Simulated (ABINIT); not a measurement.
# Quasiparticle gap of NaI (Fm-3m) in ABINIT, part 2 of 2

Wanted: ground state, empty states, screening and self-energy for NaI (Fm-3m).

ABINIT 10.8.3; PBE and many-body steps on it, plane waves. Known limits of the many-body steps: not at the basis limit; no spin-orbit coupling.

So far. Step 2 (Ground state): The gap is direct, at Γ. Step 3 (Bands along the symmetry lines): The gap is 3.639 eV, as in the run before at this level.

### Step 4. Empty states on the mesh, 4×4×4 mesh, 50 bands

Level of this step: DFT, PBE, plane waves, norm-conserving pseudopotentials (ABINIT).

The sums over transitions need many empty states on a uniform mesh; this step solves for them.

File run.abi:

```
acell 3*1.0 Angstrom
rprim 
  0.000000000000 3.236400000000 3.236400000000
  3.236400000000 -0.000000000000 3.236400000000
  3.236400000000 3.236400000000 -0.000000000000
ntypat 2
znucl 11 53
natom 2
typat 1 2
xred 
  0.000000000000 0.000000000000 0.000000000000
  0.500000000000 0.500000000000 0.500000000000
pp_dirpath "pseudos"
pseudos "Na.upf, I.upf"
ecut 38
ngkpt 4 4 4
nshiftk 1
shiftk 0 0 0
kptopt 1
chksymbreak 0
iscf -2
irdden 1
istwfk *1
nband 50
nbdbuf 4
tolwfr 1e-09
nstep 60
prtvol 0
indata_prefix "in"
outdata_prefix "out"
tmpdata_prefix "tmp"
```

Run with:

```
$ OMP_NUM_THREADS=1 mpirun -n 8 abinit run.abi > log
```

Numbers of over 12 decimals in the logs are rounded to 6 here.

Output:

```text
.Version 10.8.3 of ABINIT. v10.8.2 released Aug 2026.

 Symmetries : space group Fm -3 m (#225); Bravais cF (face-center cubic)
[... echo of the input left out ...]
== DATASET  1 ==================================================================
-   mpi_nproc: 8, omp_nthreads: 1 (-1 if OMP is not activated)

--- !DatasetInfo
iteration_state: {dtset: 1, }
dimensions: {natom: 2, nkpt: 8, mband: 50, nsppol: 1, nspinor: 1, nspden: 1, mpw: 5124, }
cutoff_energies: {ecut:  38.0, pawecutdg:  -1.0, }
electrons: {nelect:   1.60000000E+01, charge:   0.00000000E+00, occopt:   1.00000000E+00, tsmear:   1.00000000E-02, }

 Real(R)+Recip(G) space primitive vectors, cartesian coordinates (Bohr,Bohr^-1):
 R(1)=  0.0000000  6.1159096  6.1159096  G(1)= -0.0817540  0.0817540  0.0817540
 R(2)=  6.1159096  0.0000000  6.1159096  G(2)=  0.0817540 -0.0817540  0.0817540
 R(3)=  6.1159096  6.1159096  0.0000000  G(3)=  0.0817540  0.0817540 -0.0817540
 Unit cell volume ucvol=  4.5752326E+02 bohr^3
 Angles (23,13,12)=  6.00000000E+01  6.00000000E+01  6.00000000E+01 degrees

 getcut: wavevector=  0.0000  0.0000  0.0000  ngfft=  50  50  50
         ecut(hartree)=     38.000   => boxcut(ratio)=   2.08406

--- Pseudopotential description ------------------------------------------------
- Na Generated using ONCVPSP code by D. R. Hamann
- 11.00000   9.00000  171031                  znucl, zion, pspdat
12 -101130 1 -1 1992                          pspcod,pspxc,lmax,lloc,mmax
     nproj     2     2     0
  pspatm : epsatm=    9.36084378
         --- l  ekb(1:nproj) -->
             0    2.667291   -0.676599
             1   -6.743718   -2.407365
 pspatm: atomic psp has been read  and splines computed

- I Generated using ONCVPSP code by D. R. Hamann
- 53.00000   7.00000  171031                  znucl, zion, pspdat
12 -101130 2 -1 1196                          pspcod,pspxc,lmax,lloc,mmax
     nproj     2     2     2
  pspatm : epsatm=   19.17056757
         --- l  ekb(1:nproj) -->
             0    5.955518    0.916455
[...]
pspatm: atomic psp has been read  and splines computed

--------------------------------------------------------------------------------

================================================================================
 prteigrs : about to open file out_EIG
 Non-SCF case, kpt    1 (  0.00000  0.00000  0.00000), residuals and eigenvalues=
  8.66E-10  8.00E-11  1.41E-10  1.82E-10  1.70E-10  1.27E-10  4.42E-10  6.19E-10
  1.06E-10  1.56E-10  3.54E-10  8.62E-10  1.13E-10  7.36E-10  1.41E-10  5.23E-11
  4.42E-10  5.73E-10  2.61E-10  6.81E-11  1.82E-10  2.62E-10  4.97E-11  3.98E-10
[...]
9.48E-10  5.66E-10
 -1.8534E+00 -8.2153E-01 -8.2153E-01 -8.2153E-01 -4.0100E-01  3.9379E-03
  3.9379E-03  3.9379E-03  1.3768E-01  2.9667E-01  2.9667E-01  2.9667E-01
  3.6509E-01  3.6509E-01  3.9121E-01  4.3160E-01  4.3160E-01  4.3160E-01
[...]
1.1949E+00  1.2239E+00  1.2239E+00  1.2239E+00  1.2762E+00  1.2762E+00
  1.2762E+00  1.3092E+00  1.3092E+00  1.3092E+00  1.3118E+00  1.3118E+00
  1.3118E+00  1.3663E+00
 prteigrs : prtvol=0 or 1, do not print more k-points.

--- !ResultsGS
iteration_state: {dtset: 1, }
comment   : Summary of ground state results
lattice_vectors:
- [  0.0000000,   6.1159096,   6.1159096, ]
- [  6.1159096,  -0.0000000,   6.1159096, ]
- [  6.1159096,   6.1159096,  -0.0000000, ]
lattice_lengths: [   8.64920,    8.64920,    8.64920, ]
lattice_angles: [ 60.000,  60.000,  60.000, ] # degrees, (23, 13, 12)
lattice_volume:   4.5752326E+02
convergence: {deltae:  0.000E+00, res2:  0.000E+00, residm:  9.992E-10, diffor:  0.000E+00, }
etotal    :  -5.87453014E+01
entropy   :   0.00000000E+00
fermie    :   3.93791755E-03
cartesian_stress_tensor: null
pressure_GPa: null
xred      :
- [  0.0000E+00,   0.0000E+00,   0.0000E+00, Na]
- [  5.0000E-01,   5.0000E-01,   5.0000E-01,  I]
cartesian_forces: null
force_length_stats: {min: null, max: null, mean: null, }

 Integrated electronic density in atomic spheres:
 ------------------------------------------------
 Atom  Sphere_radius  Integrated_density
[...]
================================================================================

 ----iterations are completed or convergence reached----

 Mean square residual over all n,k,spin=   41.368E-11; max=  99.922E-11
 reduced coordinates (array xred) for    2 atoms
       0.000000000000      0.000000000000      0.000000000000
       0.500000000000      0.500000000000      0.500000000000

 cartesian coordinates (angstrom) at end:
    1      0.000000     0.000000     0.000000
    2      3.236400     3.236400     3.236400
 length scales=  1.889726125908  1.889726125908  1.889726125908 bohr
              =  1.000000000000  1.000000000000  1.000000000000 angstroms
 prteigrs : about to open file out_EIG
 Eigenvalues (hartree) for nkpt=   8  k points:
 kpt#   1, nband= 50, wtk=  0.01563, kpt=  0.0000  0.0000  0.0000 (reduced coord)
[...]
1.08791    1.15425    1.15425    1.15425    1.19488    1.22389    1.22389    1.22389
   1.27619    1.27619    1.27619    1.30917    1.30917    1.30917    1.31176    1.31176
   1.31176    1.36630
 prteigrs : prtvol=0 or 1, do not print more k-points.

== END DATASET(S) ==============================================================
================================================================================

 -outvars: echo values of variables after computation  --------
            nband          50
             nkpt           8
          spgroup         225
 [... the other variables as echoed above ...]

 Calculation completed.
```

Wall time 7.3 s (8 MPI ranks of Arm Neoverse V2, shared host); peak memory 0.57 GiB.

This step gave:

```
gap                                                           : 3.639 eV
k of the valence top                                          : 0, 0, 0
k of the conduction bottom                                    : 0, 0, 0
least direct gap                                              : 3.639 eV
k points computed                                             : 8
lowest point of the top converged band, above the valence top : 34.84 eV
```

On this mesh the gap is 3.639 eV.

### Step 5. Screening, 4×4×4 mesh, 46 bands, screening to 87.1 eV

The RPA dielectric matrix is built and inverted for each q.

This step: RPA screening on PBE, plane waves, norm-conserving pseudopotentials.

run.abi: that of step 4 with these lines changed.

```diff
@@ -20,10 +20,11 @@
 chksymbreak 0
-iscf -2
-irdden 1
 istwfk *1
-nband 50
-nbdbuf 4
-tolwfr 1e-09
-nstep 60
-prtvol 0
+occopt 1
+irdwfk 1
+optdriver 3
+nband 46
+ecuteps 3.2
+inclvkb 2
+awtr 1
+symchi 1
 indata_prefix "in"
```

Output:

```text
.Version 10.8.3 of ABINIT. v10.8.2 released Aug 2026.

 Symmetries : space group Fm -3 m (#225); Bravais cF (face-center cubic)
[... echo of the input left out ...]
== DATASET  1 ==================================================================
-   mpi_nproc: 8, omp_nthreads: 1 (-1 if OMP is not activated)

--- !DatasetInfo
iteration_state: {dtset: 1, }
dimensions: {natom: 2, nkpt: 8, mband: 46, nsppol: 1, nspinor: 1, nspden: 1, mpw: 5124, }
cutoff_energies: {ecut:  38.0, pawecutdg:  -1.0, }
electrons: {nelect:   1.60000000E+01, charge:   0.00000000E+00, occopt:   1.00000000E+00, tsmear:   1.00000000E-02, }

 SCREENING: Calculation of the susceptibility and dielectric matrices

 Based on a program developped by R.W. Godby, V. Olevano, G. Onida, and L. Reining.
 Incorporated in ABINIT by V. Olevano, G.-M. Rignanese, and M. Torrent.
.Using double precision arithmetic ; gwpc =  8

[... cell and pseudopotentials left out ...]
--------------------------------------------------------------------------------

 ==== K-mesh for the wavefunctions ====
 Number of points in the irreducible wedge :     8
[... list of points left out ...]
 Together with 48 symmetry operations and time-reversal symmetry
 yields    64 points in the full Brillouin Zone.

 ==== Q-mesh for the screening function ====
 Number of points in the irreducible wedge :     8
[... list of points left out ...]
 Together with 48 symmetry operations and time-reversal symmetry
 yields    64 points in the full Brillouin Zone.

 setmesh: FFT mesh size selected  =    32x   32x   32
          total number of points  =        32768

 vcoul_init : cutoff-mode = AUXILIARY_FUNCTION
 q-points for optical limit:   1
     1)      0.000010    0.000020    0.000030

- screening: taking advantage of time-reversal symmetry
- Maximum band index for partially occupied states nbvw = 8
- Remaining bands to be divided among processors   nbcw = 38
- Number of bands treated by each node ~4

 Number of electrons calculated from density =   16.0000; Expected =   16.0000
 average of density, n =  0.034971
 r_s =    1.8970
 omega_plasma =   18.0389 [eV]

 calculating chi0 at frequencies [eV] :
  1    0.000000E+00    0.000000E+00
  2    0.000000E+00    1.803886E+01

--------------------------------------------------------------------------------
  q-point number  1        q = ( 0.000000, 0.000000, 0.000000) [r.l.u.]
--------------------------------------------------------------------------------
[... chi0 elements left out ...]
 For q-point:  0.000010 0.000020 0.000030
  dielectric constant =   3.2259
  dielectric constant without local fields =   3.9265

  Average fulfillment of the sum rule on Im[epsilon] for q-point    1 :     47.24  [%]
[... wings left out ...]
  q-point number  2        q = ( 0.250000, 0.000000, 0.000000) [r.l.u.]
--------------------------------------------------------------------------------
[... chi0 elements left out ...]
  Average fulfillment of the sum rule on Im[epsilon] for q-point    2 :     60.72  [%]

 [... 6 further q-points ...]
```

Elapsed: 5 s, on 8 MPI ranks; peak memory 1.3 GiB.

This step gave:

| Property | Result |
| --- | --- |
| ε∞ with local fields, on this mesh, along the program's q direction | 3.226 |
| the same without local fields | 3.926 |
| plasma frequency | 18.04 eV |
| plane waves in the screening matrix | 137 |

Local fields lower ε∞ by 18 %.

### Step 6. Self-energy, 4×4×4 mesh, 46 bands, screening to 87.1 eV

The self-energy is evaluated for the states that the input lists, and the levels follow from it, in one-shot runs by the linearised quasiparticle equation.

This step: G0W0 on PBE, plane waves, norm-conserving pseudopotentials.

run.abi: that of step 5 with these lines changed.

```diff
@@ -23,8 +23,15 @@
 irdwfk 1
-optdriver 3
+optdriver 4
 nband 46
+gwcalctyp 0
+ecutsigx 38
+symsigma 1
+nkptgw 1
+kptgw 
+  0.0000000000 0.0000000000 0.0000000000
+bdgw 
+  6 12
 ecuteps 3.2
-inclvkb 2
-awtr 1
-symchi 1
+irdscr 1
+ppmodel 1
 indata_prefix "in"
```

Output:

```text
.Version 10.8.3 of ABINIT. v10.8.2 released Aug 2026.

 Symmetries : space group Fm -3 m (#225); Bravais cF (face-center cubic)
[... echo of the input left out ...]
== DATASET  1 ==================================================================
-   mpi_nproc: 8, omp_nthreads: 1 (-1 if OMP is not activated)

--- !DatasetInfo
iteration_state: {dtset: 1, }
dimensions: {natom: 2, nkpt: 8, mband: 46, nsppol: 1, nspinor: 1, nspden: 1, mpw: 5124, }
cutoff_energies: {ecut:  38.0, pawecutdg:  -1.0, }
electrons: {nelect:   1.60000000E+01, charge:   0.00000000E+00, occopt:   1.00000000E+00, tsmear:   1.00000000E-02, }

 SIGMA: Calculation of the GW corrections

 Based on a program developped by R.W. Godby, V. Olevano, G. Onida, and L. Reining.
 Incorporated in ABINIT by V. Olevano, G.-M. Rignanese, and M. Torrent.
.Using double precision arithmetic ; gwpc =  8

[... cell and pseudopotentials left out ...]
--------------------------------------------------------------------------------

 ==== K-mesh for the wavefunctions ====
 Number of points in the irreducible wedge :     8
[... list of points left out ...]
 Together with 48 symmetry operations and time-reversal symmetry
 yields    64 points in the full Brillouin Zone.

 ==== Q-mesh for screening function ====
 Number of points in the irreducible wedge :     8
[... list of points left out ...]
 Together with 48 symmetry operations and time-reversal symmetry
 yields    64 points in the full Brillouin Zone.

 vcoul_init : cutoff-mode = AUXILIARY_FUNCTION
 q-points for optical limit:   1
     1)      0.000010    0.000020    0.000030
 setmesh: FFT mesh size selected  =    50x   50x   50
          total number of points  =       125000

 Number of electrons calculated from density =   16.0000; Expected =   16.0000
 average of density, n =  0.034971
 r_s =    1.8970
 omega_plasma =   18.0389 [eV]

 === KS Band Gaps ===
  >>>> For spin  1
   Minimum direct gap =   3.6392 [eV], located at k-point      :   0.0000  0.0000  0.0000
   Fundamental gap    =   3.6392 [eV], Top of valence bands at :   0.0000  0.0000  0.0000
                                       Bottom of conduction at :   0.0000  0.0000  0.0000
 SIGMA fundamental parameters:
 PLASMON POLE MODEL  1
 number of plane-waves for SigmaX                 5065
 number of plane-waves for SigmaC and W            137
 number of plane-waves for wavefunctions          5065
 number of bands                                    46
 number of independent spin polarizations            1
 number of spinorial components                      1
 number of k-points in IBZ                           8
 number of q-points in IBZ                           8
 number of symmetry operations                      48
 number of k-points in BZ                           64
 number of q-points in BZ                           64
 number of frequencies for dSigma/dE                 9
 frequency step for dSigma/dE [eV]                0.25
 number of omega for Sigma on real axis              0
 max omega for Sigma on real axis  [eV]           0.00
 zcut for avoiding poles [eV]                     0.10

 EPSILON^-1 parameters (SCR file):
 dimension of the eps^-1 matrix on file            137
 dimension of the eps^-1 matrix used               137
 number of plane-waves for wavefunctions          5065
 number of bands                                    46
 number of q-points in IBZ                           8
 number of frequencies                               2
 number of real frequencies                          1
 number of imag frequencies                          1

 matrix elements of self-energy operator (all in [eV])

 Perturbative Calculation

--- !SelfEnergy_ee
iteration_state: {dtset: 1, }
kpoint     : [   0.000,    0.000,    0.000, ]
spin       : 1
KS_gap     :    3.639
QP_gap     :    5.348
Delta_QP_KS:    1.709
data: !SigmaeeData |
     Band     E0 <VxcDFT>   SigX SigC(E0)      Z dSigC/dE  Sig(E)    E-E0       E
        6   0.107 -11.384 -14.313   1.776   0.806  -0.241 -12.313  -0.929  -0.822
        7   0.107 -11.384 -14.313   1.776   0.806  -0.241 -12.313  -0.929  -0.822
        8   0.107 -11.384 -14.313   1.776   0.806  -0.241 -12.313  -0.929  -0.822
        9   3.746  -7.312  -3.615  -2.769   0.841  -0.189  -6.531   0.780   4.526
       10   8.073  -7.141  -3.086  -3.018   0.830  -0.204  -6.280   0.861   8.934
       11   8.073  -7.141  -3.086  -3.018   0.830  -0.204  -6.280   0.861   8.934
       12   8.073  -7.141  -3.086  -3.018   0.830  -0.204  -6.280   0.861   8.934

== END DATASET(S) ==============================================================
================================================================================

 -outvars: echo values of variables after computation  --------
           etotal      0.0000000000E+00
            nband          46
             nkpt           8
          spgroup         225
 [... the other variables as echoed above ...]

 Calculation completed.
```

It took 2.6 s on 8 MPI ranks; peak memory 0.21 GiB.

Numbers from this step:

- G0W0 gap on the points computed: 5.348 eV
- starting gap on the mesh: 3.639 eV
- k of the valence top: 0, 0, 0
- k of the conduction bottom: 0, 0, 0
- Z at the valence top: 0.806
- Z at the conduction bottom: 0.841
- least direct G0W0 gap on the computed points: 5.348 eV

The gap on the mesh goes from 3.64 eV to 5.35 eV, a correction of +1.71 eV.

Limits: finite bands, cutoff and mesh; no spin-orbit coupling. v1 is the top filled band, c1 the lowest empty one. The levels before and after the correction (eV, zero at the valence-band top of each column):

```csv
,conduction bottom,valence top
Kohn-Sham,3.64,0.00
G0W0,5.35,0.00
```

```csv
,level,energy (eV)
Kohn-Sham,Γ v3-v1,0.000
Kohn-Sham,Γ c1,3.639
Kohn-Sham,Γ c2-c4,7.966
G0W0,Γ v3-v1,0.000
G0W0,Γ c1,5.348
G0W0,Γ c2-c4,9.756
```

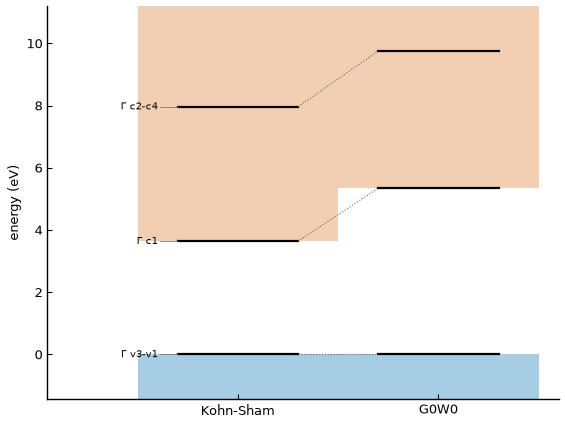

Levels before and after the correction. Shaded: valence and conduction bands.

### Step 7. Where the time went

Times are wall times on 8 MPI ranks of Arm Neoverse V2, shared host, good to a factor of about two.

```csv
step,time,share,memory (GiB)
ground state,6.1 s,21 %,0.76
bands along the symmetry lines,8.1 s,28 %,0.58
empty states on the mesh,7.3 s,25 %,0.57
screening,5 s,17 %,1.3
self-energy,2.6 s,9 %,0.21
```

### Step 8. Results

| Quantity | Value |
| --- | --- |
| PBE gap | 3.64 eV, direct |
| G0W0 gap on the mesh | 5.35 eV |
| GW settings | 4×4×4 mesh, 46 bands, screening to 87.1 eV, Godby-Needs plasmon pole |
| known limits | not at the basis limit; no spin-orbit coupling |

What this shows: G0W0 moves the gap on the mesh from 3.64 eV to 5.35 eV (+1.71 eV), with Z of 0.81 and 0.84 at the edges. Local fields lower the RPA ε∞ on this mesh from 3.93 to 3.23. Only 1 of the mesh's irreducible points was corrected, so a valley elsewhere could overtake. Bands and cutoff are finite, so the gap is not at the basis limit. The miss can reach some tenths of an eV and take either sign; the mesh is an error of its own. In the G0W0 run levels were corrected at 1 k point alone, so a gap called «on the mesh» is the least over those, and an edge elsewhere would be missed. The many-body steps are scalar-relativistic: spin-orbit coupling is not in them.

[Paths, hosts, dates, memory and timing lines, banners, echoed tables and standing remarks are left out of the program output.]

[Logs are printed without paths, hosts, clocks, repeated set-up lines and the standing remarks that a program may print on its own settings, such as how far it seeks lower states.]

[Runs of the session that timed out or met a known fault of the program may be left out.]

[Hosts, paths, dates, database ids (printed as entryN), source tags and the programs' standing remarks are cut or masked in the printed files.]

[G0W0 gaps are taken among the corrected bands and points alone; a level outside them can change the order at an edge.]

[Where Ansatz stands beside ABINIT at settings called matched, ABINIT's density can come from a denser mesh and the files from another edition; pairs whose starting gaps differed by over 0.03 eV were left out, so agreement reads better than it is.]
